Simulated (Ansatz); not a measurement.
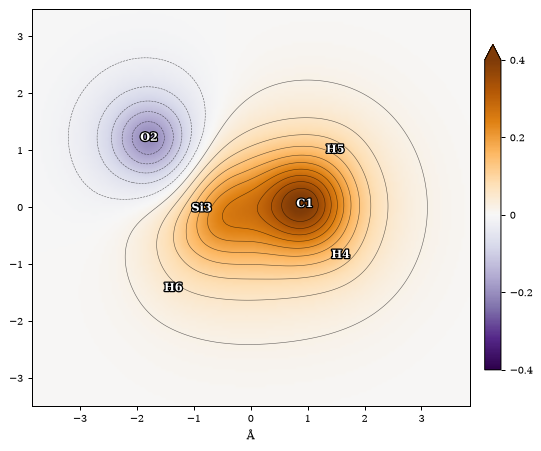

CH3OSi (doublet). One frontier orbital on a plane 0.8 Å above the molecular plane (values in Å⁻³ᐟ²; the overall sign is arbitrary).

Geometry: PBE0-D3(BJ)/pcseg-1.

All numbers below come from isolated molecule in a Gaussian basis; Kohn-Sham density functional theory, functional PBE0 in Ansatz 0.2.0.

```xyz
6

C    -1.7002    0.7201   -0.7097
O    -0.8242   -2.1167   -0.7798
Si   -0.6557   -0.6889   -0.2342
H    -1.5565    1.7244   -0.3047
H    -2.5164    0.6061   -1.4253
H     0.3882   -0.2944    0.7515
```

Which orbital is it: HOMO (β) or LUMO (β)?

Answer. The LUMO (β), at −4.04 eV. By Hirshfeld shares it lies mainly on C1 (about 50 %), Si3 (about 30 %) and O2 (about 15 %); it changes sign across the molecular plane (π type); π-bonding across C1–Si3; π-antibonding (a node) across O2–Si3.
